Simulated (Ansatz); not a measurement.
# Cl$_{2}$H$_{2}$OSi···SiH$_{4}$···H$_{2}$O: what the fields show

Input file:

```
crystal:
  periodic: [false, false, false]
  atoms:
    - {symbol: Si, position_ang: [-0.172335, 2.344480, 0.426028]}
    - {symbol: Si, position_ang: [-0.111241, -1.675580, -1.655387]}
    - {symbol: Cl, position_ang: [-0.512583, 2.283556, -1.587970]}
    - {symbol: Cl, position_ang: [-1.846354, 1.562636, 1.341682]}
    - {symbol: H, position_ang: [-0.027282, 3.751640, 0.820746]}
    - {symbol: H, position_ang: [0.926788, -1.590038, 2.143798]}
    - {symbol: O, position_ang: [1.131008, 1.513861, 0.863858]}
    - {symbol: H, position_ang: [-1.247632, -1.061098, -0.924634]}
    - {symbol: O, position_ang: [0.475899, -1.063764, 1.479036]}
    - {symbol: H, position_ang: [-0.468183, -1.781328, -3.094426]}
    - {symbol: H, position_ang: [0.142394, -3.039241, -1.122827]}
    - {symbol: H, position_ang: [1.106164, -0.842645, -1.512160]}
    - {symbol: H, position_ang: [1.035342, 0.556672, 1.040434]}
    - {symbol: H, position_ang: [-0.431885, -0.958950, 1.781723]}
basis:
  gaussian: {orbitals: def2-TZVPP}
hamiltonian: {xc: pbe0, dispersion: d4}
output: {orbitals: {seedname: orbitals}}
```

Launched as:

```sh
ansatz run in.yaml --threads 5 --pin off --events-out ev --progress --plain --max-ram 66560MiB --backend cuda --devices 0, --max-vram 37GiB
```

The product side of a reaction path; geometry: PBE0-D4/def2-TZVP.

Theory: RKS PBE0-D4/def2-TZVPP (Ansatz).

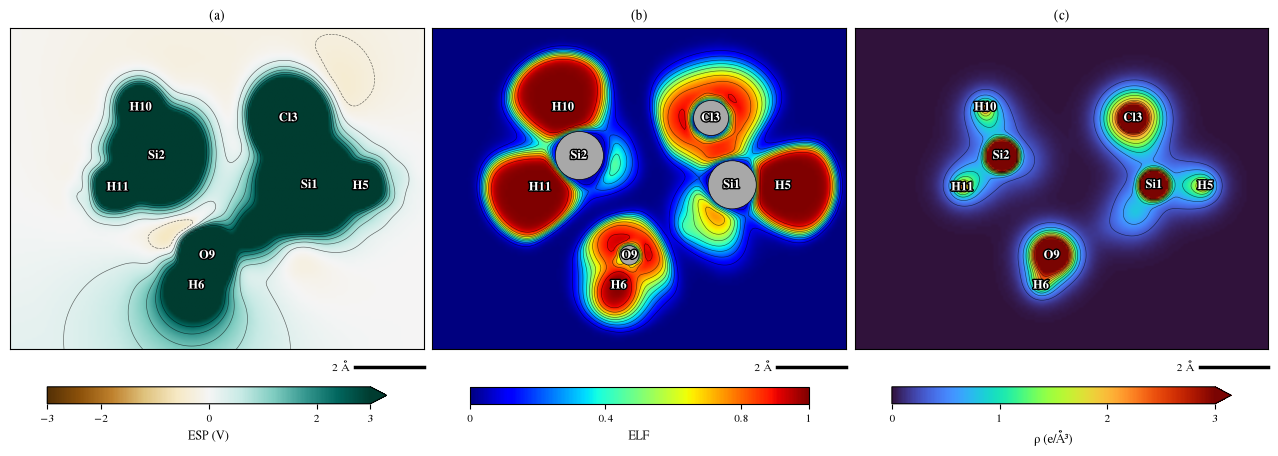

Figure 1. (a) electrostatic potential; (b) ELF; (c) total electron density on the plane of atoms H10, Si2 and H11. Grey discs cover the atomic cores in the ELF map.

What does the map show?

Answer. The section cuts through Si, Cl, H and O sites.
Si–Cl (2.04 Å): the density is about 0.94 e/Å³ at the midpoint; the ELF peaks at about 0.90 between the atoms: a shared but strongly polarised pair.
O–H (0.96 Å): the density is about 3.9 e/Å³ at the midpoint; the ELF climbs to about 1 towards the hydrogen, as it does in any bond to H (an ordinary covalent bond to hydrogen).
Si–H (1.47 Å): ρ at the midpoint is about 0.87 e/Å³; the ELF climbs to about 1 towards the hydrogen.
The ELF also peaks beside Cl3, away from the bonds: lone-pair regions.
Outside the dense part of the complex the potential is most negative (−0.6 V) near O9.

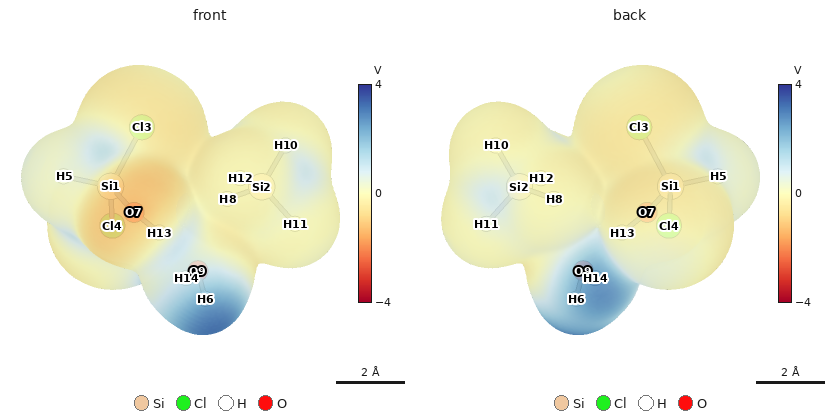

Figure 2. The molecular electrostatic potential painted on the density surface at 0.002 e/bohr³, seen from the front and from behind; the colour scale runs from red (negative) to blue (positive).

Which sites attract a positive test charge, and which a negative one?

Answer. A positive charge is drawn to the negative regions and a negative charge to the positive ones. The most negative region (about −1.2 V) lies over O7, the most positive (about +3.1 V) over H6. O7 is the likeliest acceptor of a hydrogen bond.

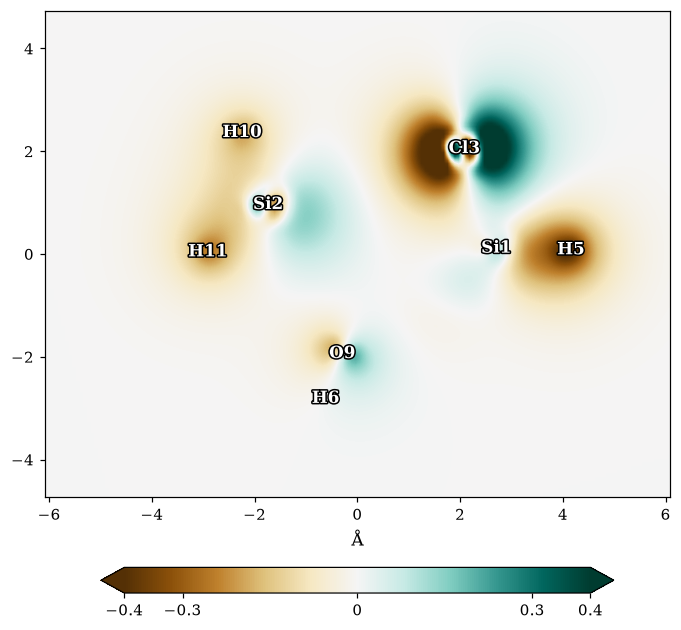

Figure 3. The HOMO−1 on the plane of atoms H10, Si2 and H11 (values in Å⁻³ᐟ²; the overall sign is arbitrary).

Where does this orbital lie, and at what energy?

Answer. By Hirshfeld shares it lies mainly on Cl3 (about 50 %), Cl4 (about 10 %), Si1 (about 10 %), Si2 (about 10 %) and H5 (about 10 %). Its energy is −9.16 eV.
